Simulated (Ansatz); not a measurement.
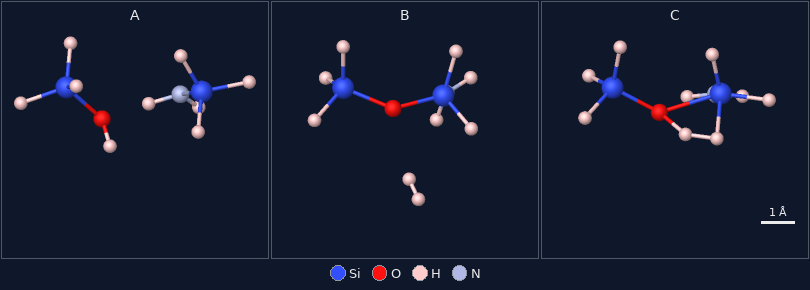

3 geometries from a converged minimum-energy path of Si₂NH₉O, made up of Si2NH7O and H2, shuffled. Style: ball-and-stick. Shown at a tilt.

These are results of Ansatz 0.2.0, RKS B3LYP-D4/6-31G*, not measurements. Run with 7 movable images; climbing image; force threshold 0.05 eV/Å; iteration limit 60; starting path through a guess of the saddle point.

### One of them is the converged climbing image. Which?

C. In order along the path, whose images run from 0 to 8: B (image 2, +2.0 kcal/mol), C (image 4, +59.5 kcal/mol), A (image 7, +23.8 kcal/mol). Breaking: H–H (0.74 → 2.53 Å), O–Si (1.66 → 3.22 Å). Forming: H–O (2.65 → 0.97 Å), H–Si (4.13 → 1.50 Å).

Limits of the set-up: the start holds two separate molecules, 2.7 Å apart at their closest, whose relative position is a soft coordinate.
